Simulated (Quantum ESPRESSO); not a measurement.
**Nickel: parallel and opposed starts**

Wanted: the moments of Nickel and the energy of each order that was tried.

Main program and level: Quantum ESPRESSO 7.5; PBE; plane waves with GBRV 1.5 PBE potentials, no spin-orbit coupling.

### 1. The structure

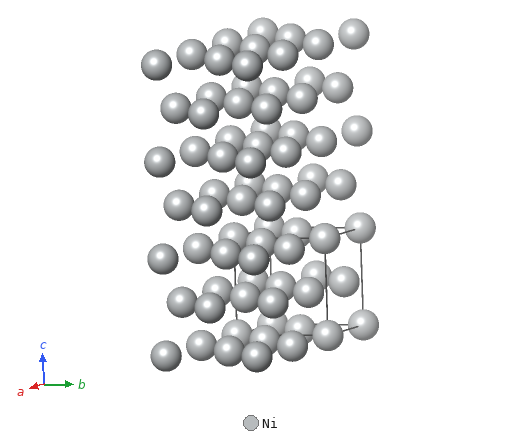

Start, viewed slightly off an axis; nickel light grey. 3×1×3 cells are drawn. This picture shows the conventional cell, with its axes. Some periodic images of atoms are drawn too.

The cell comes from the Crystallography Open Database.

### 2. Start 1: ferro +

The signs are those of the starting moments on the seeded atoms, the atoms that are given a moment.

pw.in

```
&CONTROL
  calculation = 'scf'
  prefix = 'pwscf'
  outdir = './tmp'
  pseudo_dir = './pseudo'
  disk_io = 'nowf'
/
&SYSTEM
  ibrav = 0
  celldm(1) = 8
  nat = 1
  ntyp = 1
  ecutwfc = 40
  ecutrho = 280
  nbnd = 15
  occupations = 'smearing'
  smearing = 'fd'
  degauss = 0.00367493
  nspin = 2
  starting_magnetization(1) = 0.0556
/
&ELECTRONS
  conv_thr = 2d-09
  electron_maxstep = 150
  mixing_beta = 0.3
/
ATOMIC_SPECIES
Ni     58.6934 ni_pbe_v1.4.uspp.F.UPF
CELL_PARAMETERS alat
   0.0000000000000    0.4161968249241    0.4161968249241
   0.4161968249241    0.0000000000000    0.4161968249241
   0.4161968249241    0.4161968249241    0.0000000000000
ATOMIC_POSITIONS crystal
Ni      0.0000000000    0.0000000000    0.0000000000
K_POINTS automatic
16 16 16 0 0 0
```

On the command line:

```sh
OMP_NUM_THREADS=1 mpirun -n 4 pw.x -nk 4 -in pw.in > pw.out
```

The log of the run:

```text
Program PWSCF v.7.5 starts

     Message from routine setup:
     using ibrav=0 with symmetry is DISCOURAGED, use correct ibrav instead

     K-points division:     npool     =       4
     Subspace diagonalization in iterative solution of the eigenvalue problem:

     G-vector sticks info
     --------------------
     sticks:   dense  smooth     PW     G-vecs:    dense   smooth      PW
     Sum         433     253     85                 5817     2565     537

     Using Slab Decomposition

     bravais-lattice index     =            0
     lattice parameter (alat)  =       8.0000  a.u.
     unit-cell volume          =      73.8238 (a.u.)^3
     number of atoms/cell      =            1
     number of atomic types    =            1
     number of electrons       =        18.00
     number of Kohn-Sham states=           15
     kinetic-energy cutoff     =      40.0000  Ry
     charge density cutoff     =     280.0000  Ry
     scf convergence threshold =      2.0E-09
     mixing beta               =       0.3000
     number of iterations used =            8  plain     mixing
     Exchange-correlation=  SLA  PW   PBX  PBC
                           (   1   4   3   4   0   0   0)

     celldm(1)=   8.000000  celldm(2)=   0.000000  celldm(3)=   0.000000
     celldm(4)=   0.000000  celldm(5)=   0.000000  celldm(6)=   0.000000

     crystal axes: (cart. coord. in units of alat)
               a(1) = (   0.000000   0.416197   0.416197 )
               a(2) = (   0.416197   0.000000   0.416197 )
               a(3) = (   0.416197   0.416197   0.000000 )

     reciprocal axes: (cart. coord. in units 2 pi/alat)
               b(1) = ( -1.201355  1.201355  1.201355 )
               b(2) = (  1.201355 -1.201355  1.201355 )
               b(3) = (  1.201355  1.201355 -1.201355 )

     PseudoPot. # 1 for Ni read from file:
     ni_pbe_v1.4.uspp.F.UPF
     Pseudo is Ultrasoft + core correction, Zval = 18.0
     Generated by new atomic code, or converted to UPF format
     Using radial grid of  865 points,  6 beta functions with:
                l(1) =   0
                l(2) =   0
                l(3) =   1
                l(4) =   1
                l(5) =   2
                l(6) =   2
     Q(r) pseudized with 10 coefficients,  rinner =    0.980   0.980   0.980
                                                       0.980   0.980

     atomic species   valence    mass     pseudopotential
     Ni               18.00    58.69340     Ni( 1.00)

     Starting magnetic structure
     atomic species   magnetization
     Ni              0.056

     48 Sym. Ops., with inversion, found

   Cartesian axes

     site n.     atom                  positions (alat units)
         1        Ni     tau(   1) = (   0.0000000   0.0000000   0.0000000  )

     number of k points=   145  Fermi-Dirac smearing, width (Ry)=  0.0037

     Number of k-points >= 100: set verbosity='high' to print them.

     Dense  grid:     5817 G-vectors     FFT dimensions: (  25,  25,  25)

     Smooth grid:     2565 G-vectors     FFT dimensions: (  20,  20,  20)

     Check: negative core charge=   -0.000020
     Generating pointlists ...
     new r_m :   0.2428 (alat units)  1.9424 (a.u.) for type    1

     Initial potential from superposition of free atoms

     starting charge      16.0000, renormalised to      18.0000
     Starting wfcs are   13 randomized atomic wfcs +    2 random wfcs

     Self-consistent Calculation

     iteration #  1     ecut=    40.00 Ry     beta= 0.30
     Davidson diagonalization with overlap
     ethr =  1.00E-02,  avg # of iterations =  4.6

     total energy              =    -336.84086906 Ry
     estimated scf accuracy    <      31.73821209 Ry

     total magnetization       =     0.18 Bohr mag/cell
     absolute magnetization    =     0.20 Bohr mag/cell

     iteration #  2     ecut=    40.00 Ry     beta= 0.30
     Davidson diagonalization with overlap
     ethr =  1.00E-02,  avg # of iterations =  3.0

     total energy              =    -343.02153779 Ry
     estimated scf accuracy    <       1.24518171 Ry

     total magnetization       =     0.42 Bohr mag/cell
     absolute magnetization    =     0.48 Bohr mag/cell

     iteration #  3     ecut=    40.00 Ry     beta= 0.30
     Davidson diagonalization with overlap
     ethr =  6.92E-03,  avg # of iterations =  2.0

     total energy              =    -343.26586749 Ry
     estimated scf accuracy    <       0.05830843 Ry

     total magnetization       =     0.68 Bohr mag/cell
     absolute magnetization    =     0.75 Bohr mag/cell

     [... further iterations left out ...]

     iteration #  8     ecut=    40.00 Ry     beta= 0.30
     Davidson diagonalization with overlap
     ethr =  5.27E-08,  avg # of iterations =  1.9

     total energy              =    -343.27815297 Ry
     estimated scf accuracy    <       0.00000062 Ry

     total magnetization       =     0.62 Bohr mag/cell
     absolute magnetization    =     0.72 Bohr mag/cell

     iteration #  9     ecut=    40.00 Ry     beta= 0.30
     Davidson diagonalization with overlap
     ethr =  3.44E-09,  avg # of iterations =  2.0

     total energy              =    -343.27815330 Ry
     estimated scf accuracy    <       0.00000088 Ry

     total magnetization       =     0.62 Bohr mag/cell
     absolute magnetization    =     0.72 Bohr mag/cell

     iteration # 10     ecut=    40.00 Ry     beta= 0.30
     Davidson diagonalization with overlap
     ethr =  3.44E-09,  avg # of iterations =  1.5

     total energy              =    -343.27815351 Ry
     estimated scf accuracy    <       0.00000003 Ry

     total magnetization       =     0.62 Bohr mag/cell
     absolute magnetization    =     0.72 Bohr mag/cell

     iteration # 11     ecut=    40.00 Ry     beta= 0.30
     Davidson diagonalization with overlap
     ethr =  1.94E-10,  avg # of iterations =  1.5

     Magnetic moment per site  (integrated on atomic sphere of radius R)
     atom   1 (R=0.243)  charge= 16.7040  magn=  0.6648

     End of self-consistent calculation

     Number of k-points >= 100: set verbosity='high' to print the bands.

     the Fermi energy is    17.7770 ev

!    total energy              =    -343.27815361 Ry
     estimated scf accuracy    <          1.6E-09 Ry
     smearing contrib. (-TS)   =      -0.00107582 Ry
     internal energy E=F+TS    =    -343.27707779 Ry

     The total energy is F=E-TS. E is the sum of the following terms:
     one-electron contribution =    -192.37279488 Ry
     hartree contribution      =     107.73143662 Ry
     xc contribution           =     -35.55987792 Ry
     ewald contribution        =    -223.07584162 Ry

     total magnetization       =     0.62 Bohr mag/cell
     absolute magnetization    =     0.72 Bohr mag/cell

     convergence has been achieved in  11 iterations

=------------------------------------------------------------------------------=
   JOB DONE.
=------------------------------------------------------------------------------=
```

It took 3.7 s on 4 MPI ranks of Intel Xeon 6975P-C (Granite Rapids), shared host; peak memory 0.25 GiB.

Spin moment in the atom's sphere by atom:

```csv
atom,spin moment in the atom's sphere (μB)
Ni1,0.665
```

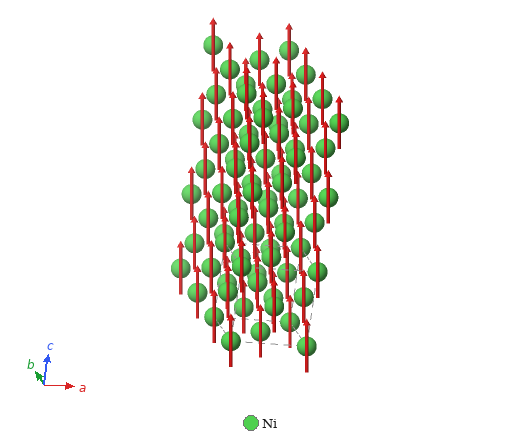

Spin moment in the atom's sphere as arrows, the longest 0.665 μB. Up and down stand for the sign. Arrows give size and sign along the axis of quantisation, drawn up and down the page. 1×3×3 conventional cells are drawn. Some periodic images of atoms are drawn too.

Numbers from this step:

* smearing term TS: 0.01464 eV
* magnetization: 0.623 μB
* absolute magnetization: 0.724 μB
* final state: ferromagnetic

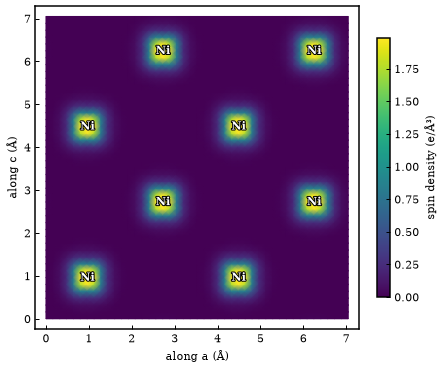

Spin density in the ac plane of the conventional cell at fractional y = 0.000, with atoms of Ni within 0.2 Å of it. The map starts off the cell's origin, so that atoms lie inside it.

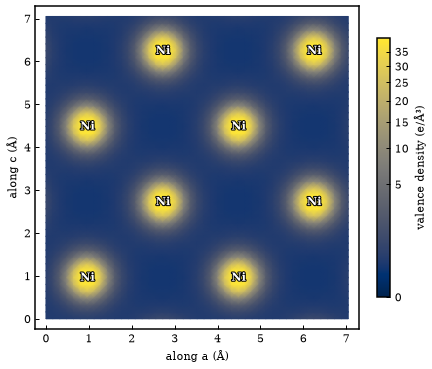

Valence density in the ac plane of the conventional cell at fractional y = 0.000, with atoms of Ni within 0.2 Å of it. It is the smooth field of the valence electrons, not physical close to the nuclei. The map starts off the cell's origin, so that atoms lie inside it. The colour scale is stretched toward low values.

### 3. Run 2 (antiferro q=(0,1/2,1/2) +−)

The cell is doubled to 2 atoms to hold this order. The wavevector q is in fractions of the reciprocal vectors of the crystal's primitive cell, as the cells of these inputs are built from it; moments change sign between cells as cos(2π q·R).

pw.in

```
&CONTROL
  calculation = 'scf'
  prefix = 'pwscf'
  outdir = './tmp'
  pseudo_dir = './pseudo'
  disk_io = 'nowf'
/
&SYSTEM
  ibrav = 0
  celldm(1) = 8
  nat = 2
  ntyp = 2
  ecutwfc = 40
  ecutrho = 280
  nbnd = 25
  occupations = 'smearing'
  smearing = 'fd'
  degauss = 0.00367493
  nspin = 2
  starting_magnetization(1) = 0.0556
  starting_magnetization(2) = -0.0556
/
&ELECTRONS
  conv_thr = 4d-09
  electron_maxstep = 150
  mixing_beta = 0.3
/
ATOMIC_SPECIES
Ni1    58.6934 ni_pbe_v1.4.uspp.F.UPF
Ni2    58.6934 ni_pbe_v1.4.uspp.F.UPF
CELL_PARAMETERS alat
   0.0000000000000    0.4161968249241    0.4161968249241
   0.8323936498481    0.0000000000000    0.8323936498481
   0.8323936498481    0.4161968249241    0.4161968249241
ATOMIC_POSITIONS crystal
Ni1     0.0000000000    0.0000000000    0.0000000000
Ni2     0.0000000000    0.5000000000    0.0000000000
K_POINTS automatic
16 8 16 0 0 0
```

The log of the run:

```text
[banner, memory and clock lines left out]
Program PWSCF v.7.5 starts

     Message from routine setup:
     using ibrav=0 with symmetry is DISCOURAGED, use correct ibrav instead

     bravais-lattice index     =            0
     lattice parameter (alat)  =       8.0000  a.u.
     unit-cell volume          =     147.6475 (a.u.)^3
     number of atoms/cell      =            2
     number of atomic types    =            2
     number of electrons       =        36.00
     number of Kohn-Sham states=           25
     kinetic-energy cutoff     =      40.0000  Ry
     charge density cutoff     =     280.0000  Ry
     scf convergence threshold =      4.0E-09
     mixing beta               =       0.3000
     number of iterations used =            8  plain     mixing
     Exchange-correlation=  SLA  PW   PBX  PBC
                           (   1   4   3   4   0   0   0)

     celldm(1)=   8.000000  celldm(2)=   0.000000  celldm(3)=   0.000000
     celldm(4)=   0.000000  celldm(5)=   0.000000  celldm(6)=   0.000000

     crystal axes: (cart. coord. in units of alat)
               a(1) = (   0.000000   0.416197   0.416197 )
               a(2) = (   0.832394   0.000000   0.832394 )
               a(3) = (   0.832394   0.416197   0.416197 )

     reciprocal axes: (cart. coord. in units 2 pi/alat)
               b(1) = ( -1.201355  1.201355  1.201355 )
               b(2) = ( -0.000000 -1.201355  1.201355 )
               b(3) = (  1.201355  1.201355 -1.201355 )

     PseudoPot. # 1 for Ni read from file:
     ni_pbe_v1.4.uspp.F.UPF
     Pseudo is Ultrasoft + core correction, Zval = 18.0

     PseudoPot. # 2 for Ni read from file:
     ni_pbe_v1.4.uspp.F.UPF
     Pseudo is Ultrasoft + core correction, Zval = 18.0

     atomic species   valence    mass     pseudopotential
     Ni1              18.00    58.69340     Ni( 1.00)
     Ni2              18.00    58.69340     Ni( 1.00)

     Starting magnetic structure
     atomic species   magnetization
     Ni1             0.056
     Ni2            -0.056

     16 Sym. Ops., with inversion, found

   Cartesian axes

     site n.     atom                  positions (alat units)
         1        Ni1    tau(   1) = (   0.0000000   0.0000000   0.0000000  )
         2        Ni2    tau(   2) = (   0.4161968   0.0000000   0.4161968  )

     number of k points=   205  Fermi-Dirac smearing, width (Ry)=  0.0037

     Number of k-points >= 100: set verbosity='high' to print them.

     Dense  grid:    11691 G-vectors     FFT dimensions: (  25,  54,  45)

     Smooth grid:     5063 G-vectors     FFT dimensions: (  20,  40,  36)

     Check: negative core charge=   -0.000020
     Generating pointlists ...
     new r_m :   0.2428 (alat units)  1.9424 (a.u.) for type    1
     new r_m :   0.2428 (alat units)  1.9424 (a.u.) for type    2

     Initial potential from superposition of free atoms

     starting charge      32.0000, renormalised to      36.0000
     Starting wfcs are   26 randomized atomic wfcs

     Self-consistent Calculation

     iteration #  1     ecut=    40.00 Ry     beta= 0.30
     Davidson diagonalization with overlap
     ethr =  1.00E-02,  avg # of iterations =  4.5

     total energy              =    -673.84050128 Ry
     estimated scf accuracy    <      63.07952756 Ry

     total magnetization       =    -0.00 Bohr mag/cell
     absolute magnetization    =     0.47 Bohr mag/cell

     iteration #  2     ecut=    40.00 Ry     beta= 0.30
     Davidson diagonalization with overlap
     ethr =  1.00E-02,  avg # of iterations =  3.2

     total energy              =    -686.03379109 Ry
     estimated scf accuracy    <       2.45064646 Ry

     total magnetization       =    -0.00 Bohr mag/cell
     absolute magnetization    =     0.72 Bohr mag/cell

     [... further iterations left out ...]

     iteration # 22     ecut=    40.00 Ry     beta= 0.30
     Davidson diagonalization with overlap
     ethr =  7.89E-11,  avg # of iterations =  2.1

     total energy              =    -686.54759845 Ry
     estimated scf accuracy    <       0.00000001 Ry

     total magnetization       =     0.00 Bohr mag/cell
     absolute magnetization    =     0.01 Bohr mag/cell

     iteration # 23     ecut=    40.00 Ry     beta= 0.30
     Davidson diagonalization with overlap
     ethr =  3.20E-11,  avg # of iterations =  3.0

     Magnetic moment per site  (integrated on atomic sphere of radius R)
     atom   1 (R=0.243)  charge= 16.7081  magn=  0.0001
     atom   2 (R=0.243)  charge= 16.7081  magn=  0.0002

     End of self-consistent calculation

     Number of k-points >= 100: set verbosity='high' to print the bands.

     the Fermi energy is    17.5600 ev

!    total energy              =    -686.54759964 Ry
     estimated scf accuracy    <          1.9E-09 Ry
     smearing contrib. (-TS)   =      -0.00454390 Ry
     internal energy E=F+TS    =    -686.54305574 Ry

     The total energy is F=E-TS. E is the sum of the following terms:
     one-electron contribution =    -384.81426486 Ry
     hartree contribution      =     215.52627584 Ry
     xc contribution           =     -71.10338347 Ry
     ewald contribution        =    -446.15168325 Ry

     total magnetization       =     0.00 Bohr mag/cell
     absolute magnetization    =     0.00 Bohr mag/cell

     convergence has been achieved in  23 iterations
```

It took 43 s on 4 MPI ranks; peak memory 0.4 GiB.

Spin moment in the atom's sphere by atom:

```
atom  spin moment in the atom's sphere (μB)
 Ni1                                 0.0001
 Ni2                                 0.0002
```

Numbers from this step:

```yaml
smearing_term_ts: 0.06182 eV
magnetization: 0 μB
absolute_magnetization: 0 μB
final_state: non-magnetic
```

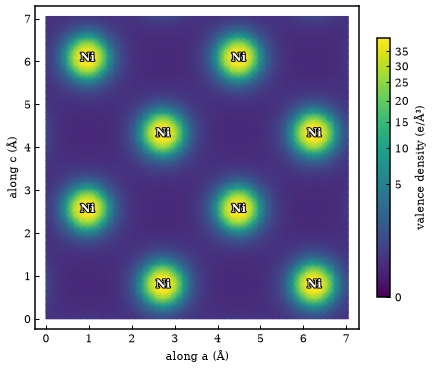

Valence density in the ac plane of the conventional cell at fractional y = 0.000, with atoms of Ni within 0.2 Å of it. It is the smooth field of the valence electrons, not physical close to the nuclei. The map starts off the cell's origin, so that atoms lie inside it. The colour scale is stretched toward low values.

[end of part 1 of 2]

[Logs and program files are shortened in this print: banners, set-up blocks, solver, clock and traceback lines can be left out without a mark of their own.]

[Logs are printed without paths, hosts, clocks, repeated set-up lines and the standing remarks that a program may print on its own settings, such as how far it seeks lower states.]

[Hosts, paths, dates, database ids (printed as entryN), source tags and the programs' standing remarks are cut or masked in the printed files.]

[Where a cell is said to come from a database of computed structures, the database is the Materials Project.]
